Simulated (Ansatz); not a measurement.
# BCl$_{2}$H$_{2}$In: what the fields show

```xyz
6

B    -0.5808    0.4322   -0.6947
Cl   -0.6786   -1.3223    0.1349
Cl    0.0097    1.6413    0.7073
In    0.1361   -0.3601    2.5453
H    -1.6991    0.7530   -1.0108
H     0.2819    0.3943   -1.5358
```

Geometry: PBE0-D3(BJ)/def2-SVP; core potentials replace the inner electrons of In.

Theory: Ansatz 0.2.0, isolated molecule in a Gaussian basis; Kohn-Sham density functional theory, functional PBE0.

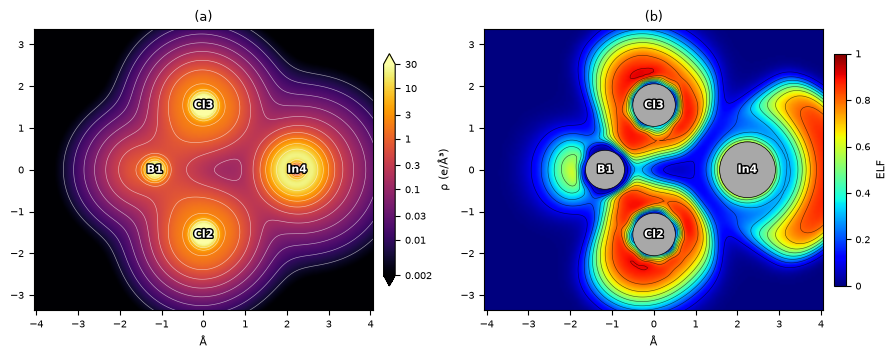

Figure 1. (a) electron density; (b) ELF on the plane of atoms Cl2, B1 and Cl3. Grey discs cover the atomic cores in the ELF map.

> What does the map show?

The plane passes through B, Cl and In nuclei.
B–Cl (1.94 Å): the density is about 0.93 e/Å³ at the midpoint, with its minimum of 0.63 e/Å³ about 0.6 Å from B; the ELF peaks at about 0.90 between the atoms; a polar covalent bond.
In–Cl (2.72 Å): ρ is about 0.27 e/Å³ halfway; the ELF peaks at about 0.85 in the valence shell of Cl, 0.9 Å from its nucleus, and drops to about 0.15 between the two atoms.
The ELF also peaks beside Cl2 and Cl3, away from the bonds: lone-pair regions.

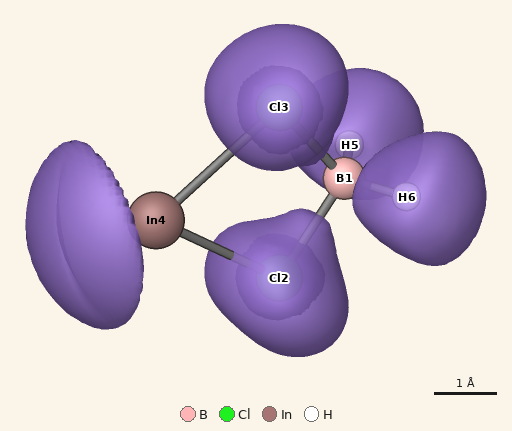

Figure 2. Isosurface of the electron localisation function at 0.75 (purple), seen at a tilt. Core shells and regions of very low density are left out.

> Describe the localisation domains.

The ELF exceeds this value in two regions around hydrogen nuclei, two regions on Cl in which the atom's valence shell and bonds are merged and one lobe on In, pointing away from the bonds (lone pairs).

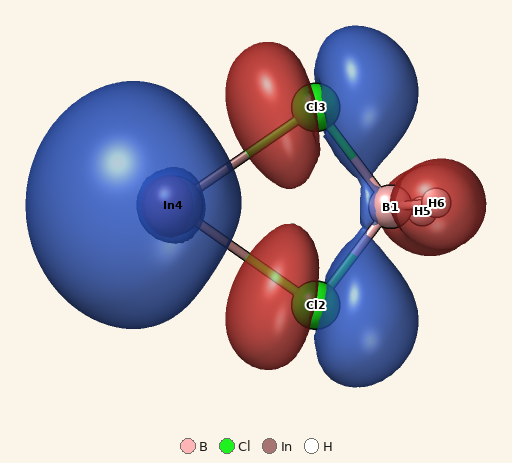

Figure 3. The HOMO at ±0.06 Å⁻³ᐟ² (blue and red are the two phases), seen at a tilt.

> Where does this orbital lie, and at what energy?

It lies mainly on In4 (about 55 %), Cl2 (about 20 %) and Cl3 (about 20 %). Its energy is −7.72 eV.

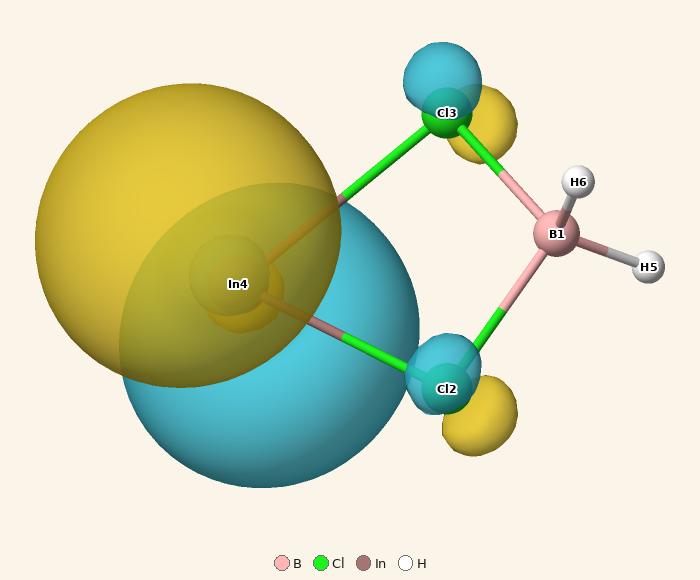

Figure 4. The LUMO at ±0.1 Å⁻³ᐟ² (yellow and cyan are the two phases), seen at a tilt.

> What is the character of this orbital?

Its weight (Hirshfeld) is mainly on In4 (about 90 %). Its energy is −2.13 eV.
